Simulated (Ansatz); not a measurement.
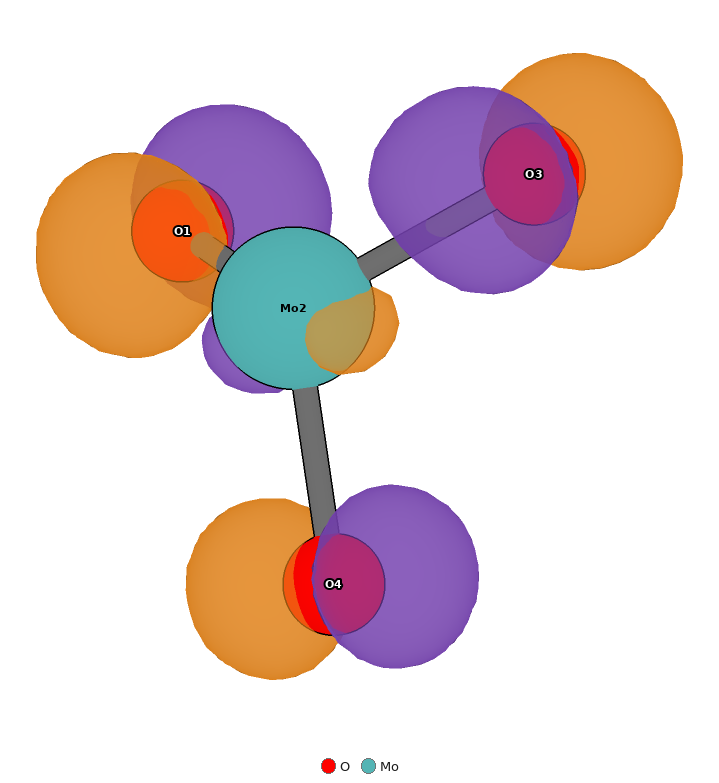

Figure. MoO$_{3}$. The HOMO−1 at ±0.2 Å⁻³ᐟ² (orange and purple are the two phases), seen at an oblique angle.

Geometry: PBE0-D4/def2-TZVP; core potentials replace the inner electrons of Mo.

The calculation used isolated molecule in a Gaussian basis; Hartree-Fock (Ansatz 0.2.0).

> What is the character of this orbital?

Its weight (Hirshfeld) is mainly on O1 (about 30 %), O3 (about 30 %), O4 (about 20 %) and Mo2 (about 15 %); largely a combination of lone pairs on O1, O3 and O4. It is one of a degenerate set, so its orientation is arbitrary. Its energy is −13.22 eV.
